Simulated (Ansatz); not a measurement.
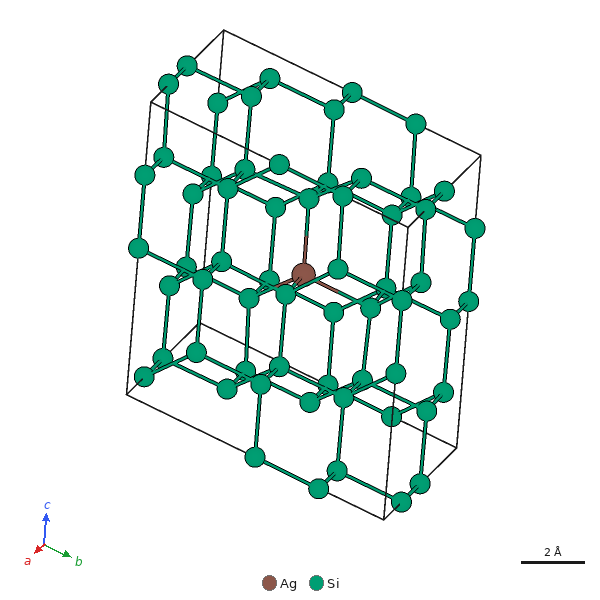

An orthographic ball-and-stick view of the structure, slightly off an axis. The lines enclose the supercell; boundary atoms appear with their images. The host is Si, in a cell of 32 sites, and the cell is neutral.

Question: What defect is present?

Answer: Silver on a silicon site (a substitutional impurity). It is bonded to four Si in a tetrahedral arrangement at about 2.5 Å.

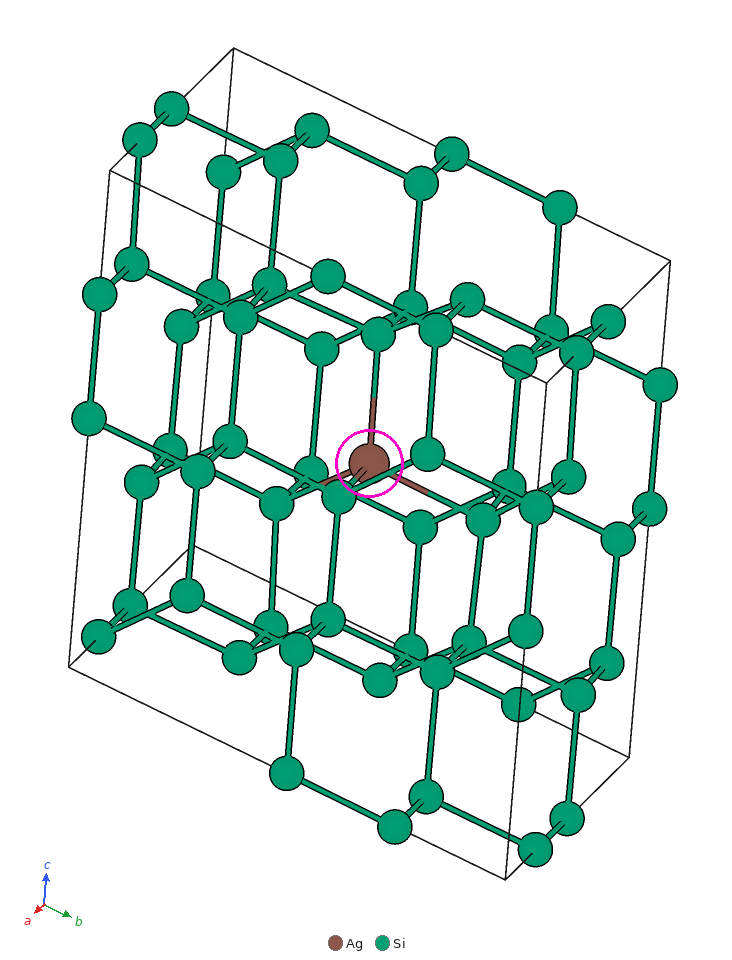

The same cell with a ring at the defect's site.

The atoms were relaxed in the host's cell with DFT PBE, scalar-relativistic, plane waves, PAW (Ansatz).
